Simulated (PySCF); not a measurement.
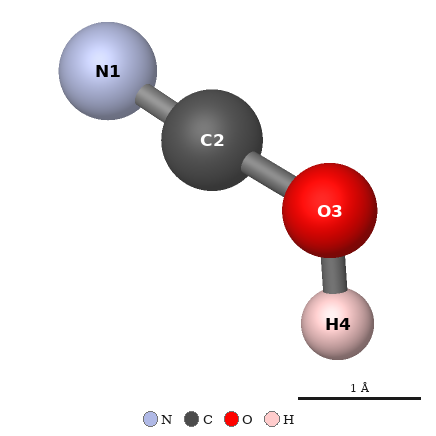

Atoms carry their numbers in the input. The geometry was computed by an optimisation with PBE0-D3(BJ)/def2-SVP. No frequency run is at hand to confirm it as a minimum.

**Describe the coordination of atom 2.**

C2 has 2 neighbours (N1 at 1.16, O3 at 1.29 Å); the arrangement is linear.

**Describe the coordination of atom 3.**

O3 has 2 neighbours (C2 at 1.29, H4 at 0.97 Å); the arrangement is bent.
